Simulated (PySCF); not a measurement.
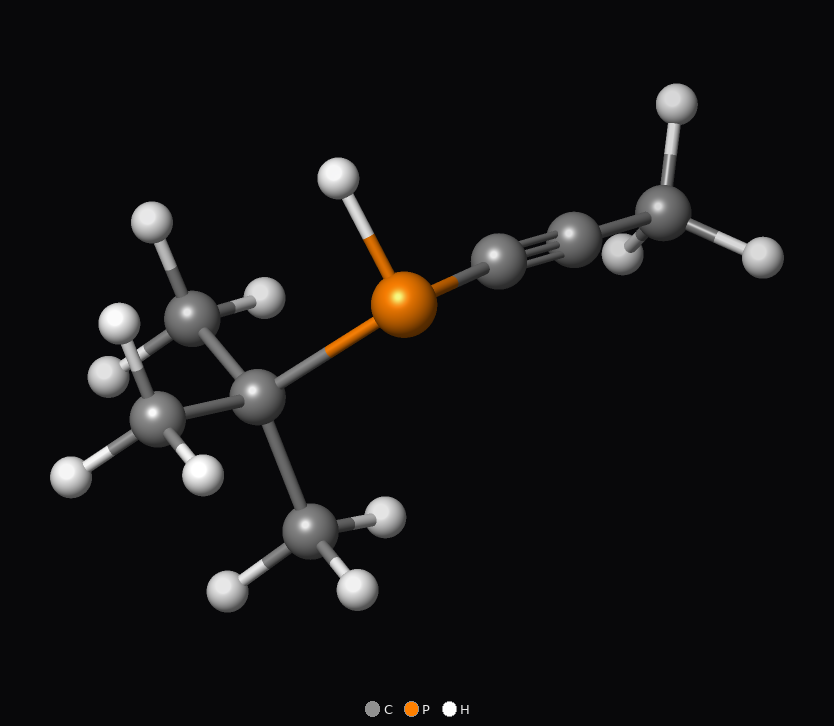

Multiple sticks mark multiple bonds (one Kekulé form).

The computed structure is the end point of a PBE0-D3(BJ)/def2-SVP optimisation. No frequency run is at hand to confirm it as a minimum.

**Give the formula.**

C₇H₁₃P, 21 atoms: 7 carbon, 13 hydrogen and 1 phosphorus.

**Name functional groups in it.**

Among them: alkyne.

**Write the SMILES.**

CC#CPC(C)(C)C

**Does it have rings?**

It has no ring.

**What is the point group of this geometry?**

C1.

The parts below concern this one geometry. Atoms keep their numbers from picture to picture.

## Shape

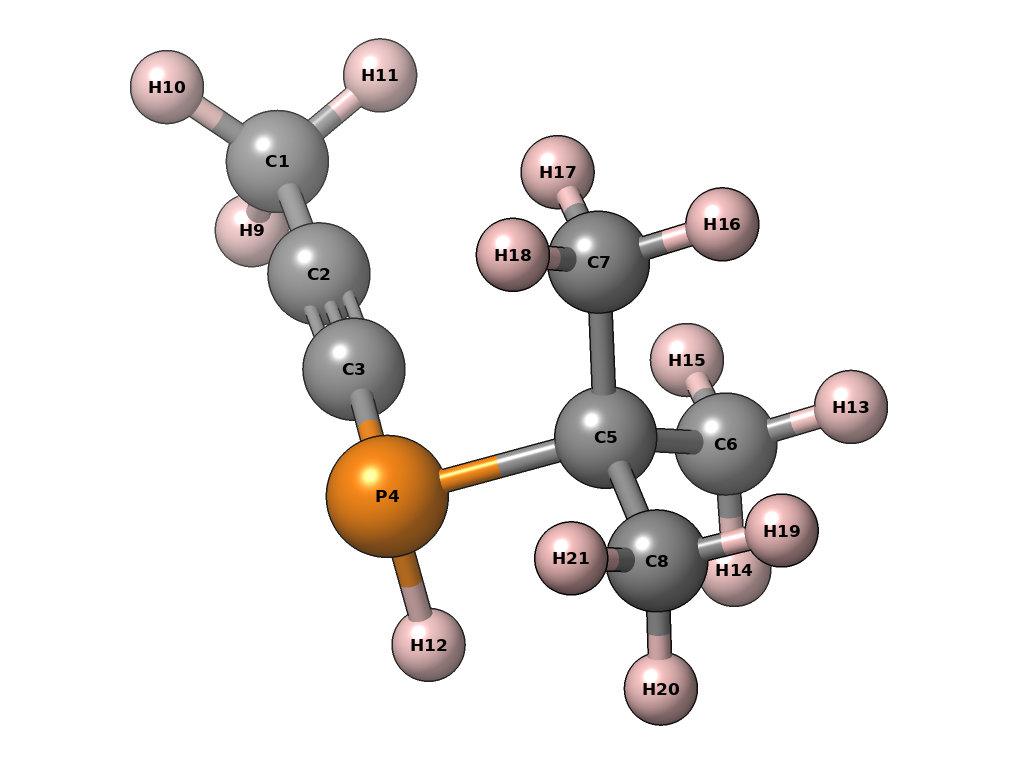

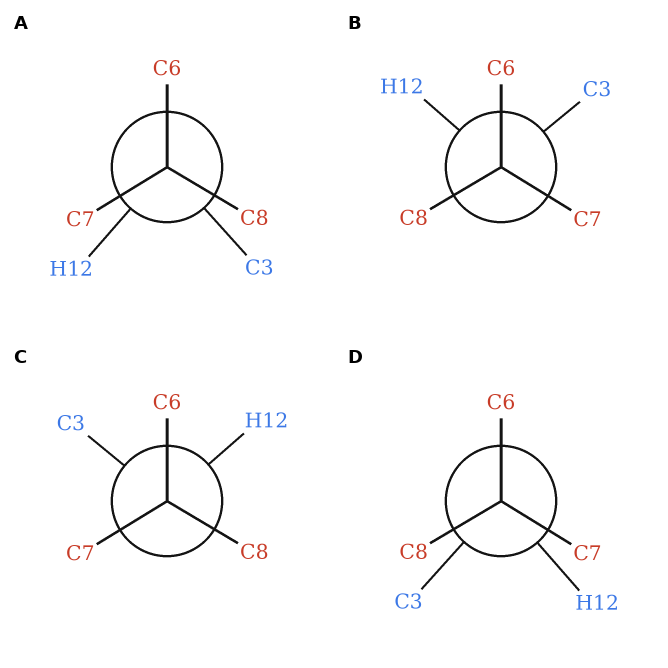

Atoms fade into the background with distance from the viewer. Bonds that would overlap in a projection are set slightly apart. No frequency run is at hand to confirm it as a minimum.

**Which Newman projection shows the view along C5–P4, with C5 in front?**

C. The torsion angle C6–C5–P4–C3 is −50°, synclinal (gauche).

## Excitation

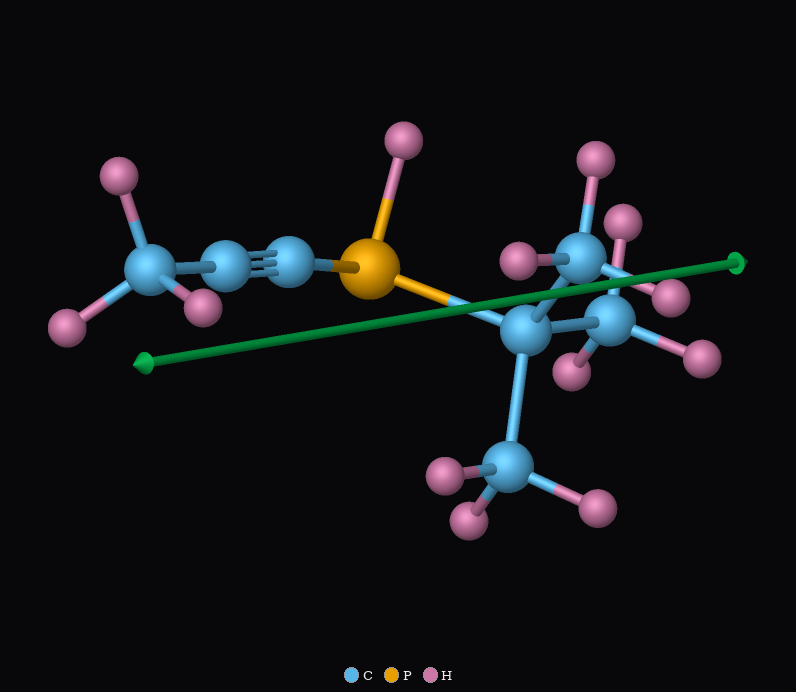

The double arrow shows the direction of the transition dipole to excited singlet state 2 (its length means nothing). No frequency run is at hand to confirm it as a minimum. Properties computed with TDDFT ωB97X-D/def2-SVPD, vertical, gas phase, core orbitals frozen in the response (PySCF 2.14.0).

**Where does the transition lie, and how strong is it?**

5.96 eV (208 nm), oscillator strength 0.026, of mixed character, with the largest part HOMO → LUMO+2 (weight 0.46); transition dipole 1.08 D.

## NMR shielding

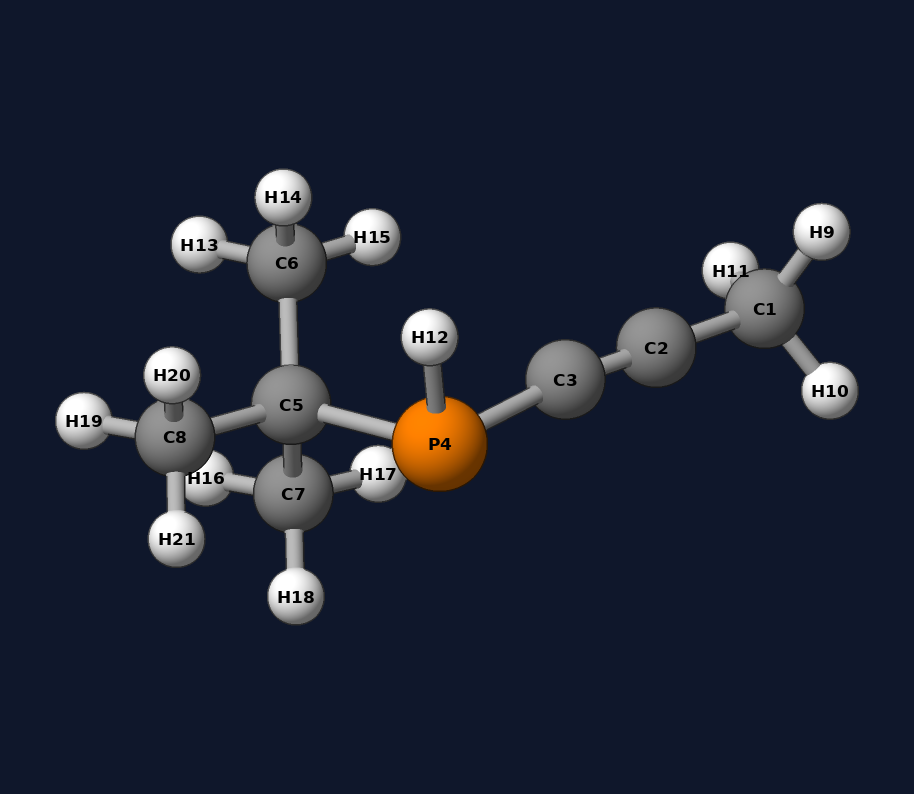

No frequency run is at hand to confirm it as a minimum. Properties computed with GIAO PBE0/pcSseg-1 NMR shielding, non-relativistic, gas phase (PySCF 2.14.0). Principal shieldings σ11 ≤ σ22 ≤ σ33, span Ω = σ33 − σ11, skew κ = 3(σiso − σ22)/Ω.

Give the shielding tensors of the C atoms.

| atom | σ11 | σ22 | σ33 | σiso | Ω | κ |
| --- | --- | --- | --- | --- | --- | --- |
| C1 | 169.5 | 169.9 | 195.5 | 178.3 | 26.0 | 0.97 |
| C2 | −20.2 | −3.4 | 242.2 | 72.9 | 262.5 | 0.87 |
| C3 | 13.9 | 27.0 | 275.3 | 105.4 | 261.4 | 0.90 |
| C5 | 145.7 | 151.1 | 160.4 | 152.4 | 14.8 | 0.27 |
| C6 | 127.6 | 141.8 | 181.4 | 150.3 | 53.7 | 0.47 |
| C7 | 138.9 | 145.6 | 183.4 | 156.0 | 44.5 | 0.70 |
| C8 | 137.3 | 141.0 | 185.4 | 154.6 | 48.1 | 0.85 |

Shieldings and span in ppm.

## Charges

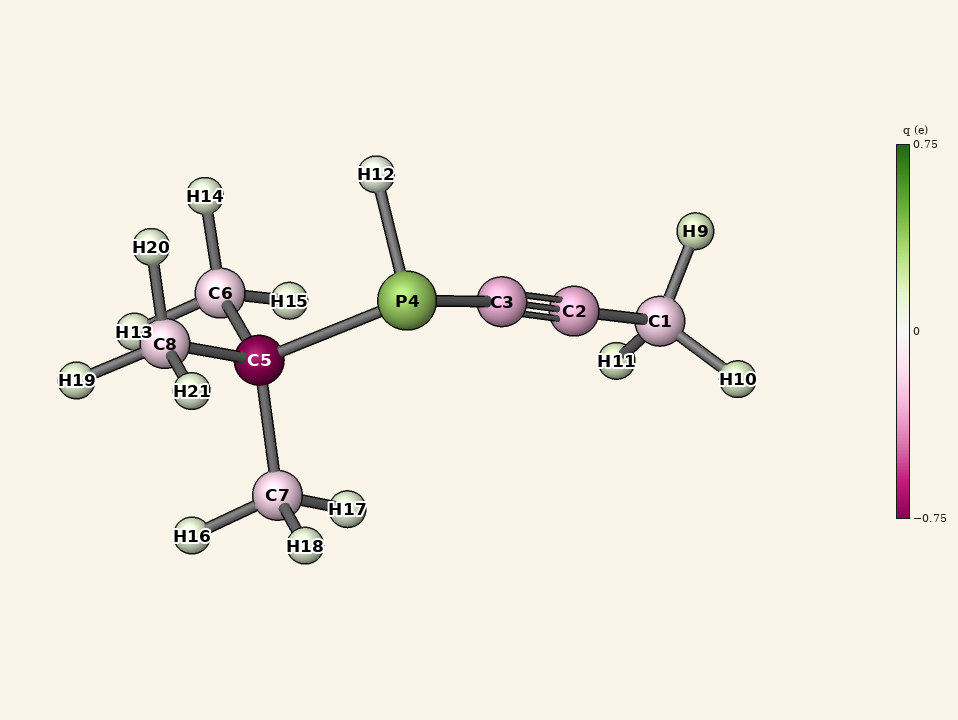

Atoms are coloured by their Mulliken charges. No frequency run is at hand to confirm it as a minimum. Level of theory: PBE0/pcSseg-1 in acetonitrile (IEF-PCM) (PySCF 2.14.0).

List the Mulliken charges.

```tsv
atom	value (e)
C1	−0.20
C2	−0.31
C3	−0.31
P4	0.37
C5	−0.75
C6	−0.16
C7	−0.18
C8	−0.18
H9	0.17
H10	0.17
H11	0.17
H12	0.07
H13	0.12
H14	0.12
H15	0.13
H16	0.13
H17	0.13
H18	0.13
H19	0.13
H20	0.13
H21	0.13
```

Mulliken values depend strongly on the basis set and can even reverse the polarity of a bond.
